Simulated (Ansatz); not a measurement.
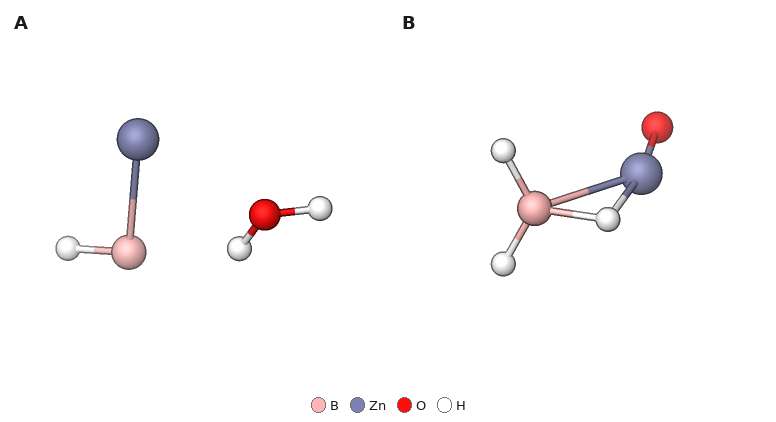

2 stationary structures of one formula. Geometries: PBE0-D4/def2-TZVP. Electronic energies: PBE0-D4/def2-TZVP (Ansatz 0.2.0), without zero-point energy. No frequency run is at hand to confirm each as a minimum.

> Which is lowest in energy, and by how much?

A is lowest (C1); B lies 29.4 kJ/mol above it (Cs).

Give E(B) − E(A) in kJ/mol at these levels too: RHF-CCSD(T) (frozen core) with 3s3p of Cu, Zn/def2-TZVPP; PBE0-D4/def2-TZVP; PBE0-D4/def2-TZVPP; B3LYP-D4/def2-TZVPP; r2SCAN-D4/def2-TZVPP; PBE-D4/def2-TZVPP; ωB97M-V/def2-TZVPP.

| level | E(B) − E(A) (kJ/mol) |
| --- | --- |
| RHF-CCSD(T) (frozen core) with 3s3p of Cu, Zn/def2-TZVPP | +21.2 |
| PBE0-D4/def2-TZVP | +29.4 |
| PBE0-D4/def2-TZVPP | +32.6 |
| B3LYP-D4/def2-TZVPP | +29.5 |
| r2SCAN-D4/def2-TZVPP | −20.0 |
| PBE-D4/def2-TZVPP | −11.5 |
| ωB97M-V/def2-TZVPP | +44.0 |
